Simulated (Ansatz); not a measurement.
# C2H6FIn: single points with varied inputs

How do the results and run time of C2H6FIn respond when the settings are drawn wide?

Method: the settings change from run to run; program: Ansatz 0.2.0, Gaussian basis.

**1. The molecule**

An earlier PBE0-D4 in a triple-zeta def2 set relaxation fixed the geometry. In takes a core potential in def2 sets; no spin-orbit term is included.

SMILES `[CH3][In]([CH3])[F]`, 10 atoms, charge 0, spin multiplicity 1.

Atoms are counted from 1 here; the program's logs count them from 0.

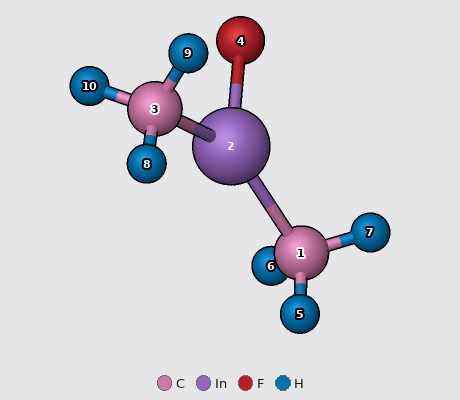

The structure; carbon pink, indium purple, fluorine red, hydrogen blue; atoms are numbered from 1 in the order of the file.

**2. B97M-V/def2-SVP**

Options: unrestricted orbitals, a point charge of 1.00 e beside it.

File in.yaml:

```yaml
crystal:
  periodic: [false, false, false]
  atoms:
    - {symbol: C, position_ang: [-0.920003, 1.809632, -0.265338]}
    - {symbol: In, position_ang: [-0.215189, -0.124778, 0.284807]}
    - {symbol: C, position_ang: [1.231913, -1.628758, -0.145669]}
    - {symbol: F, position_ang: [-1.344971, -0.779834, 1.773187]}
    - {symbol: H, position_ang: [-0.340640, 2.245570, -1.078226]}
    - {symbol: H, position_ang: [-1.965250, 1.725501, -0.566446]}
    - {symbol: H, position_ang: [-0.868052, 2.459122, 0.609678]}
    - {symbol: H, position_ang: [1.897494, -1.342302, -0.958946]}
    - {symbol: H, position_ang: [1.816612, -1.815412, 0.756293]}
    - {symbol: H, position_ang: [0.708096, -2.548731, -0.409350]}
basis:
  gaussian: {orbitals: def2-SVP, point_charges: [{charge: 1.00, position_ang: [5.132, 0.518, 0.289]}]}
magnetization: {spin_polarized: true, initial_magnetization: 0}
hamiltonian: {xc: {name: B97M-V}}
output: {forces: true}
```

The run is started by

```sh
> ansatz run in.yaml --threads 4 --pin off --events-out ev --progress --plain --max-ram 10444MiB
```

Output, cut to the lines that bear on the results:

```text
Functional definition: B97M-V
  name "B97M-V"
  cite "Mardirossian & Head-Gordon, J. Chem. Phys. 142, 074111 (2015) doi:10.1063/1.4907719"
  cite "Becke, J. Chem. Phys. 107, 8554 (1997) doi:10.1063/1.475007"
  cite "Vydrov & Van Voorhis, J. Chem. Phys. 133, 244103 (2010) doi:10.1063/1.3521275"
  # Of w^i u^j: cxij and so on, Table III.
[...]
  gx(w, u) = cx00 + cx01*u + cx02*u^2 + (cx10 + cx11*u)*w
  gss(w, u) = css00 + css02*u^2 + css10*w + (css32*w^3 + css42*w^4)*u^2
  gos(w, u) = cos00 + cos01*u + cos03*u^3 + cos10*w + cos32*w^3*u^2
[...]
      + integral(e_c_pw_mod_opposite_spin*gos(b97_w_opposite, b97_u_opposite)) + vv10(b, c)
1128 factors; their error is unknown
[...]
mean field -10058.16753058 eV, -369.6308390780 hartree, gradient 1.3e-5 eV, S^2 0.000000; 0 other end points of the search recorded, 0 dependent functions left out
[...]
reference -10058.16760453 eV, -369.6308417957 hartree; 24, 24 occupied and 74, 74 virtual orbitals, 1128 factors
Total energy: -10058.16760453 eV, -369.6308417957 hartree
Atom 0 at    -0.920003     1.809632    -0.265338 Å, force     0.154926     0.087806    -0.052960 eV/Å
Atom 1 at    -0.215189    -0.124778     0.284807 Å, force    -0.640586     0.018723     0.198434 eV/Å
Atom 2 at     1.231913    -1.628758    -0.145669 Å, force     0.267047     0.095434     0.043684 eV/Å
Atom 3 at    -1.344971    -0.779834     1.773187 Å, force     0.108671    -0.032265     0.003269 eV/Å
Atom 4 at    -0.340640     2.245570    -1.078226 Å, force     0.025620     0.133568    -0.145429 eV/Å
Atom 5 at    -1.965250     1.725501    -0.566446 Å, force    -0.125175    -0.044373    -0.044413 eV/Å
Atom 6 at    -0.868052     2.459122     0.609678 Å, force    -0.012073     0.102991     0.117597 eV/Å
Atom 7 at     1.897494    -1.342302    -0.958946 Å, force     0.136528    -0.060063    -0.253454 eV/Å
Atom 8 at     1.816612    -1.815412     0.756293 Å, force     0.090367    -0.150995     0.178330 eV/Å
Atom 9 at     0.708096    -2.548731    -0.409350 Å, force    -0.026576    -0.117028    -0.049420 eV/Å
Dipole moment:     0.170893     0.252236    -0.539099 e Å
```

Run time: 6.5 s. Hardware: 4 threads of Arm Neoverse V2, shared host.

Largest force 0.671 eV/Å, dipole 2.97 D, ⟨S²⟩ 0.000.

**3. RPA/def2-mTZVPP**

Options: charge +1, multiplicity 2, relativity set to none.

Edit in.yaml of step 2 so:

```diff
@@ -14,5 +14,6 @@
 basis:
-  gaussian: {orbitals: def2-SVP, point_charges: [{charge: 1.00, position_ang: [5.132, 0.518, 0.289]}]}
-magnetization: {spin_polarized: true, initial_magnetization: 0}
-hamiltonian: {xc: {name: B97M-V}}
-output: {forces: true}
+  gaussian: {orbitals: def2-mTZVPP}
+total_charge: 1
+magnetization: {spin_polarized: true, initial_magnetization: 1}
+hamiltonian: {xc: {name: PBE0}, pseudopotentials: {relativity: none}}
+correlation: {method: rpa}
```

Launched as before.

Output, cut to the lines that bear on the results:

```text
Functional definition: PBE0
  name "PBE0"
  cite "Adamo & Barone, J. Chem. Phys. 110, 6158 (1999) doi:10.1063/1.478522"
  cite "Perdew, Burke & Ernzerhof, Phys. Rev. Lett. 77, 3865 (1996) doi:10.1103/PhysRevLett.77.3865"
  parent pbe
[...]
1292 factors; integrals over basis functions are off by at most 9.8e-4 eV
[...]
mean field -10050.33406245 eV, -369.3429644340 hartree, gradient 5.7e-6 eV, S^2 0.768932; 4 other end points of the search recorded, 0 dependent functions left out
7 core orbitals not correlated: weight in the atoms' cores, before any rotation towards them, 1.000 or more for the frozen orbitals, at most 0.000 for the correlated occupied ones
reference -10002.71976474 eV, -367.5931712672 hartree; 17, 16 occupied and 104, 105 virtual orbitals, 1292 factors
Total energy: -10028.42124856 eV, -368.5376833767 hartree
```

Run time: 6 s. Hardware: 4 threads of Arm Neoverse V2, shared host; peak memory 0.51 GiB.

⟨S²⟩ 0.769.

**4. wPBEh/ANO-RCC-VTZP**

Set apart from the defaults: charge -1, multiplicity 2, high accuracy.

Edit in.yaml of step 3 so:

```diff
@@ -14,6 +14,7 @@
 basis:
-  gaussian: {orbitals: def2-mTZVPP}
-total_charge: 1
+  gaussian: {orbitals: ANO-RCC-VTZP}
+total_charge: -1
 magnetization: {spin_polarized: true, initial_magnetization: 1}
-hamiltonian: {xc: {name: PBE0}, pseudopotentials: {relativity: none}}
-correlation: {method: rpa}
+hamiltonian: {xc: {name: wPBEh}}
+accuracy: high
+output: {forces: true}
```

The command is unchanged.

Output, cut to the lines that bear on the results:

```text
Functional definition: wPBEh
  name "wPBEh"
  cite "Heyd, Scuseria & Ernzerhof, J. Chem. Phys. 118, 8207 (2003) doi:10.1063/1.1564060"
  cite "Krukau, Vydrov, Izmaylov & Scuseria, J. Chem. Phys. 125, 224106 (2006) doi:10.1063/1.2404663"
  cite "Heyd & Scuseria, J. Chem. Phys. 120, 7274 (2004) doi:10.1063/1.1668634"
  cite "Ernzerhof & Perdew, J. Chem. Phys. 109, 3313 (1998) doi:10.1063/1.476928"
  cite "Perdew, Burke & Ernzerhof, Phys. Rev. Lett. 77, 3865 (1996) doi:10.1103/PhysRevLett.77.3865"
  parent pbe
[...]
4648 factors; integrals over basis functions are off by at most 4.9e-9 eV
155 factors; integrals over basis functions are off by at most 1.3e-9 eV
[...]
mean field -164907.20778178 eV, -6060.2281078604 hartree, gradient 5.0e-8 eV, S^2 0.750998; 5 other end points of the search recorded, 0 dependent functions left out
[...]
Relativity: scalar
Atom 0 at    -0.920003     1.809632    -0.265338 Å, force    -0.381798     0.309789    -0.183516 eV/Å
Atom 1 at    -0.215189    -0.124778     0.284807 Å, force     0.857503     0.538124     0.036372 eV/Å
Atom 2 at     1.231913    -1.628758    -0.145669 Å, force     0.116215    -0.488382    -0.154903 eV/Å
Atom 3 at    -1.344971    -0.779834     1.773187 Å, force    -0.514915    -0.306962     0.442108 eV/Å
Atom 4 at    -0.340640     2.245570    -1.078226 Å, force     0.083340    -0.028948    -0.032922 eV/Å
Atom 5 at    -1.965250     1.725501    -0.566446 Å, force    -0.233293     0.094383    -0.099346 eV/Å
Atom 6 at    -0.868052     2.459122     0.609678 Å, force     0.050817     0.004295     0.059225 eV/Å
Atom 7 at     1.897494    -1.342302    -0.958946 Å, force     0.012237     0.085547    -0.038291 eV/Å
Atom 8 at     1.816612    -1.815412     0.756293 Å, force     0.023645     0.048179     0.056833 eV/Å
Atom 9 at     0.708096    -2.548731    -0.409350 Å, force    -0.013751    -0.256025    -0.085560 eV/Å
Dipole moment:    -0.392445    -0.243853     0.046193 e Å
```

It took 6.1 min on 4 threads of Arm Neoverse V2, shared host; peak memory 3.2 GiB.

Largest force 1.013 eV/Å, ⟨S²⟩ 0.751.

**5. PBE0/ANO-RCC-VTZP**

Set apart from the defaults: charge -1, multiplicity 2, D4 dispersion.

Edit in.yaml of step 4 so:

```diff
@@ -17,4 +17,3 @@
 magnetization: {spin_polarized: true, initial_magnetization: 1}
-hamiltonian: {xc: {name: wPBEh}}
-accuracy: high
+hamiltonian: {xc: {name: PBE0}, dispersion: d4}
 output: {forces: true}
```

Same command.

Output, cut to the lines that bear on the results:

```text
Functional definition: PBE0
  name "PBE0"
  cite "Adamo & Barone, J. Chem. Phys. 110, 6158 (1999) doi:10.1063/1.478522"
  cite "Perdew, Burke & Ernzerhof, Phys. Rev. Lett. 77, 3865 (1996) doi:10.1103/PhysRevLett.77.3865"
  parent pbe
[...]
1784 factors; their error is unknown
[...]
mean field -164908.44234842 eV, -6060.2734773476 hartree, gradient 7.5e-8 eV, S^2 0.750979; 9 other end points of the search recorded, 0 dependent functions left out
[...]
reference -164908.44239304 eV, -6060.2734789873 hartree; 39, 38 occupied and 203, 204 virtual orbitals, 1784 factors
Total energy: -164908.59456394 eV, -6060.2790711648 hartree
Relativity: scalar
Atom 0 at    -0.920003     1.809632    -0.265338 Å, force    -0.327802     0.268332    -0.136855 eV/Å
Atom 1 at    -0.215189    -0.124778     0.284807 Å, force     0.749612     0.466793    -0.073163 eV/Å
Atom 2 at     1.231913    -1.628758    -0.145669 Å, force     0.101014    -0.419482    -0.112260 eV/Å
Atom 3 at    -1.344971    -0.779834     1.773187 Å, force    -0.461477    -0.274193     0.423205 eV/Å
Atom 4 at    -0.340640     2.245570    -1.078226 Å, force     0.090073    -0.036101    -0.037674 eV/Å
Atom 5 at    -1.965250     1.725501    -0.566446 Å, force    -0.227439     0.076837    -0.094948 eV/Å
Atom 6 at    -0.868052     2.459122     0.609678 Å, force     0.044149     0.037528     0.078963 eV/Å
Atom 7 at     1.897494    -1.342302    -0.958946 Å, force     0.008692     0.094558    -0.043451 eV/Å
Atom 8 at     1.816612    -1.815412     0.756293 Å, force     0.050218     0.028835     0.078414 eV/Å
Atom 9 at     0.708096    -2.548731    -0.409350 Å, force    -0.027040    -0.243107    -0.082230 eV/Å
Dipole moment:    -0.398781    -0.244819     0.133258 e Å
```

Wall time 76 s (4 threads of Arm Neoverse V2, shared host); peak memory 1.8 GiB.

Largest force 0.886 eV/Å, ⟨S²⟩ 0.751.

**6. B97/def2-SVPD**

Options: charge -1, multiplicity 2.

Edit in.yaml of step 5 so:

```diff
@@ -14,6 +14,6 @@
 basis:
-  gaussian: {orbitals: ANO-RCC-VTZP}
+  gaussian: {orbitals: def2-SVPD}
 total_charge: -1
 magnetization: {spin_polarized: true, initial_magnetization: 1}
-hamiltonian: {xc: {name: PBE0}, dispersion: d4}
+hamiltonian: {xc: {name: B97}}
 output: {forces: true}
```

The command is unchanged.

Output, cut to the lines that bear on the results:

```text
Functional definition: B97
  name "B97"
  cite "Becke, J. Chem. Phys. 107, 8554 (1997) doi:10.1063/1.475007"
[...]
      + integral(e_c_pw_opposite_spin*poly(b97_u_opposite, cos0, cos1, cos2))
1525 factors; integrals over basis functions are off by at most 1.2e-3 eV
[...]
mean field -10058.52617816 eV, -369.6440191333 hartree, gradient 6.5e-7 eV, S^2 0.750799; 5 other end points of the search recorded, 0 dependent functions left out
[...]
reference -10058.52624264 eV, -369.6440215029 hartree; 25, 24 occupied and 118, 119 virtual orbitals, 1525 factors
Total energy: -10058.52624264 eV, -369.6440215029 hartree
Atom 0 at    -0.920003     1.809632    -0.265338 Å, force    -0.153290     0.238363    -0.023474 eV/Å
Atom 1 at    -0.215189    -0.124778     0.284807 Å, force     0.614369     0.358681    -0.746007 eV/Å
Atom 2 at     1.231913    -1.628758    -0.145669 Å, force     0.147292    -0.243509    -0.006189 eV/Å
Atom 3 at    -1.344971    -0.779834     1.773187 Å, force    -0.725184    -0.421133     0.942397 eV/Å
Atom 4 at    -0.340640     2.245570    -1.078226 Å, force     0.256295     0.162765    -0.339011 eV/Å
Atom 5 at    -1.965250     1.725501    -0.566446 Å, force    -0.488040    -0.040747    -0.160739 eV/Å
Atom 6 at    -0.868052     2.459122     0.609678 Å, force     0.044843     0.303318     0.402922 eV/Å
Atom 7 at     1.897494    -1.342302    -0.958946 Å, force     0.266627     0.141029    -0.341070 eV/Å
Atom 8 at     1.816612    -1.815412     0.756293 Å, force     0.281744    -0.068816     0.414825 eV/Å
Atom 9 at     0.708096    -2.548731    -0.409350 Å, force    -0.244655    -0.429950    -0.143655 eV/Å
Dipole moment:     0.162059     0.092920    -0.243321 e Å
```

Run time: 26 s. Hardware: 4 threads of Arm Neoverse V2, shared host; peak memory 0.63 GiB.

Largest force 1.261 eV/Å, ⟨S²⟩ 0.751.

**7. wB97/def2-TZVPD**

Options: atoms shaken by 0.08 Å, a grid of angular degree 23, a point charge of 0.50 e beside it.

File in.yaml:

```yaml
crystal:
  periodic: [false, false, false]
  atoms:
    - {symbol: C, position_ang: [-1.001153, 1.962454, -0.323212]}
    - {symbol: In, position_ang: [-0.335056, -0.100703, 0.317179]}
    - {symbol: C, position_ang: [1.165021, -1.533143, -0.069691]}
    - {symbol: F, position_ang: [-1.156892, -0.665963, 1.793340]}
    - {symbol: H, position_ang: [-0.312518, 2.260162, -1.214798]}
    - {symbol: H, position_ang: [-1.938840, 1.833591, -0.589490]}
    - {symbol: H, position_ang: [-0.923686, 2.481229, 0.419943]}
    - {symbol: H, position_ang: [1.887738, -1.281212, -0.939605]}
    - {symbol: H, position_ang: [1.877994, -1.869730, 0.678263]}
    - {symbol: H, position_ang: [0.764430, -2.746200, -0.412221]}
basis:
  gaussian: {orbitals: def2-TZVPD, final_grid: {core_spheres: 8, valence_spheres: 7, degree: 23}, point_charges: [{charge: 0.50, position_ang: [6.536, 0.706, -0.447]}]}
hamiltonian: {xc: {name: wB97}}
output: {forces: true}
```

Launched as before.

Output, cut to the lines that bear on the results:

```text
Functional definition: wB97
  name "wB97"
  cite "Chai & Head-Gordon, J. Chem. Phys. 128, 084106 (2008) doi:10.1063/1.2834918"
  cite "Becke, J. Chem. Phys. 107, 8554 (1997) doi:10.1063/1.475007"
[...]
  # The coefficients of nought are those of the uniform gas.
[...]
      + integral(e_c_pw_opposite_spin*poly(b97_u_opposite, 1, cos1, cos2, cos3, cos4))
1282 factors; their error is unknown
612 factors; integrals over basis functions are off by at most 3.3e-5 eV
[...]
mean field -10063.20245175 eV, -369.8158690182 hartree, gradient 3.2e-5 eV, S^2 0.000000; 0 other end points of the search recorded, 0 dependent functions left out
[...]
reference -10063.20243944 eV, -369.8158685659 hartree; 24, 24 occupied and 200, 200 virtual orbitals, 1282 factors
Total energy: -10063.20243944 eV, -369.8158685659 hartree
Atom 0 at    -1.001153     1.962454    -0.323212 Å, force     5.380099    -6.844805    -8.342352 eV/Å
Atom 1 at    -0.335056    -0.100703     0.317179 Å, force     2.543897     2.968245    -4.924643 eV/Å
Atom 2 at     1.165021    -1.533143    -0.069691 Å, force     1.002878    -4.121751    -3.210362 eV/Å
Atom 3 at    -1.156892    -0.665963     1.793340 Å, force    -3.038152    -1.886892     5.139895 eV/Å
Atom 4 at    -0.312518     2.260162    -1.214798 Å, force    -1.455224    -0.261262     1.713993 eV/Å
Atom 5 at    -1.938840     1.833591    -0.589490 Å, force    -4.703016    -0.400874    -1.629703 eV/Å
Atom 6 at    -0.923686     2.481229     0.419943 Å, force     1.109840     6.312316     8.459946 eV/Å
Atom 7 at     1.887738    -1.281212    -0.939605 Å, force    -1.366036    -0.197116     1.072302 eV/Å
Atom 8 at     1.877994    -1.869730     0.678263 Å, force    -0.188513     0.483478     0.844278 eV/Å
Atom 9 at     0.764430    -2.746200    -0.412221 Å, force     0.708026     3.953871     0.874619 eV/Å
Dipole moment:     0.098316     0.198084    -0.439334 e Å
```

It took 2.5 s on 4 threads of Arm Neoverse V2, shared host.

Largest force 12.058 eV/Å, dipole 2.36 D.

**8. r2SCANh/def2-mTZVP**

Set apart from the defaults: D3(BJ) with three-body dispersion, the search for lower states set to light.

File in.yaml:

```yaml
crystal:
  periodic: [false, false, false]
  atoms:
    - {symbol: C, position_ang: [-0.920003, 1.809632, -0.265338]}
    - {symbol: In, position_ang: [-0.215189, -0.124778, 0.284807]}
    - {symbol: C, position_ang: [1.231913, -1.628758, -0.145669]}
    - {symbol: F, position_ang: [-1.344971, -0.779834, 1.773187]}
    - {symbol: H, position_ang: [-0.340640, 2.245570, -1.078226]}
    - {symbol: H, position_ang: [-1.965250, 1.725501, -0.566446]}
    - {symbol: H, position_ang: [-0.868052, 2.459122, 0.609678]}
    - {symbol: H, position_ang: [1.897494, -1.342302, -0.958946]}
    - {symbol: H, position_ang: [1.816612, -1.815412, 0.756293]}
    - {symbol: H, position_ang: [0.708096, -2.548731, -0.409350]}
basis:
  gaussian: {orbitals: def2-mTZVP}
hamiltonian: {xc: {name: r2SCANh}, dispersion: d3bjatm}
scf: {lower_state_search: light}
```

Launched as before.

Output, cut to the lines that bear on the results:

```text
Functional definition: r2SCANh
  name "r2SCANh"
  cite "Bursch, Neugebauer, Ehlert & Grimme, J. Chem. Phys. 156, 134105 (2022) doi:10.1063/5.0086040"
  cite "Furness, Kaplan, Ning, Perdew & Sun, J. Phys. Chem. Lett. 11, 8208 (2020) doi:10.1021/acs.jpclett.0c02405"
  cite "Furness, Kaplan, Ning, Perdew & Sun, J. Phys. Chem. Lett. 11, 9248 (2020) doi:10.1021/acs.jpclett.0c03077"
  parent r2scan
[...]
1139 factors; their error is unknown
[...]
mean field -10063.95109936 eV, -369.8433813106 hartree, gradient 3.8e-5 eV, S^2 0.000000; 0 other end points of the search recorded, 0 dependent functions left out
reference -10063.95111751 eV, -369.8433819774 hartree; 24, 24 occupied and 87, 87 virtual orbitals, 1139 factors
Total energy: -10063.99671172 eV, -369.8450575339 hartree
```

Run time: 1.8 s. Hardware: 4 threads of Arm Neoverse V2, shared host.

**9. CCSD(T)/def2-mTZVPP**

Set apart from the defaults: multiplicity 3, atoms shaken by 0.08 Å, density fitting with def2-universal-jkfit, correlated electrons set to outside_noble_gas, the search for lower states set to full.

File in.yaml:

```yaml
crystal:
  periodic: [false, false, false]
  atoms:
    - {symbol: C, position_ang: [-0.954604, 1.684735, -0.200165]}
    - {symbol: In, position_ang: [-0.321434, -0.099461, 0.239689]}
    - {symbol: C, position_ang: [1.204096, -1.728350, -0.207649]}
    - {symbol: F, position_ang: [-1.224078, -0.752340, 1.943281]}
    - {symbol: H, position_ang: [-0.327246, 2.259918, -1.180699]}
    - {symbol: H, position_ang: [-2.007235, 1.564990, -0.500693]}
    - {symbol: H, position_ang: [-0.944389, 2.515084, 0.615663]}
    - {symbol: H, position_ang: [1.971038, -1.427063, -0.905237]}
    - {symbol: H, position_ang: [1.839991, -1.719014, 0.725211]}
    - {symbol: H, position_ang: [0.826880, -2.577069, -0.395875]}
basis:
  gaussian: {orbitals: def2-mTZVPP, fitting: {mean_field: def2-universal-jkfit}}
magnetization: {spin_polarized: true, initial_magnetization: 2}
hamiltonian: {xc: {name: HF}}
correlation: {method: ccsd_t, electrons: outside_noble_gas}
scf: {lower_state_search: full}
```

Launched as before.

Output, cut to the lines that bear on the results:

```text
Functional definition: HF
  name "HF"
  cite "Fock, Z. Phys. 61, 126 (1930) doi:10.1007/BF01340294"
  parent pbe
[...]
553 factors; integrals over basis functions are off by at most 1.6e0 eV
[...]
mean field -10006.64105638 eV, -367.7372760771 hartree, gradient 1.5e-6 eV, S^2 2.020564; 17 other end points of the search recorded, 0 dependent functions left out
determinant -10006.64105638 eV, -367.7372760771 hartree, with singles and doubles -10023.16235486 eV, -368.3444225978 hartree
determinant -10005.87676647 eV, -367.7091889408 hartree, with singles and doubles -10022.48013094 eV, -368.3193513311 hartree
determinant -10005.34084268 eV, -367.6894941050 hartree, with singles and doubles -10021.10220053 eV, -368.2687133223 hartree
determinant -10005.32903920 eV, -367.6890603350 hartree, with singles and doubles -10022.18199604 eV, -368.3083950756 hartree
determinant -10005.25114714 eV, -367.6861978547 hartree, with singles and doubles -10020.92498214 eV, -368.2622006667 hartree
determinant -10003.92236611 eV, -367.6373660525 hartree, with singles and doubles -10020.72309858 eV, -368.2547815827 hartree
12 core orbitals not correlated, not the lowest: weight in the atoms' cores, before any rotation towards them, 0.699 or more for the frozen orbitals, at most 0.478 for the correlated occupied ones
reference -10006.64105638 eV, -367.7372760771 hartree; 13, 11 occupied and 103, 105 virtual orbitals, 553 factors
second order -15.46010193 eV of doubles, -0.00000000 eV of singles
cycle   1  -16.47328018 eV  change   -5.4e-1 eV  update   2.7e-2
[...]
cycle  15  -16.51146802 eV  change   -1.3e-6 eV  update   2.1e-5
perturbative correction -0.53546947 eV, -0.0196781399 hartree
Total energy: -10023.68799387 eV, -368.3637394749 hartree
```

Run time: 49 s. Hardware: 4 threads of Arm Neoverse V2, shared host; peak memory 1.3 GiB.

⟨S²⟩ 2.021, T1 0.023.

**10. All runs side by side**

```tsv
level	charge	multiplicity	geometry	functions	energy (eV)	time
B97M-V/def2-SVP	0	1	relaxed, point charge	98	-10058.168	6.5 s
RPA/def2-mTZVPP	1	2	relaxed	128	-10028.421	6 s
wPBEh/ANO-RCC-VTZP	-1	2	relaxed	242	-164907.208	6.1 min
PBE0/ANO-RCC-VTZP	-1	2	relaxed	242	-164908.595	76 s
B97/def2-SVPD	-1	2	relaxed	143	-10058.526	26 s
wB97/def2-TZVPD	0	1	shaken, point charge	224	-10063.202	2.5 s
r2SCANh/def2-mTZVP	0	1	relaxed	111	-10063.997	1.8 s
CCSD(T)/def2-mTZVPP	0	3	shaken	128	-10023.688	49 s
```

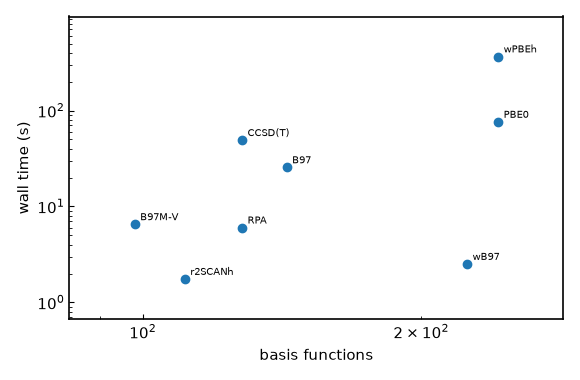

Wall time against the number of basis functions (shared host).

**11. Outcome**

| quantity | value |
| --- | --- |
| runs | 8 |
| quickest | r2SCANh/def2-mTZVP, 1.8 s |
| slowest | wPBEh/ANO-RCC-VTZP, 6.1 min |

**Reading.** The runs differ in state or geometry as well as level, so their energies can't be set against each other. wPBEh/ANO-RCC-VTZP took 209 times as long as r2SCANh/def2-mTZVP. The jobs differ in tasks and options as well as level.
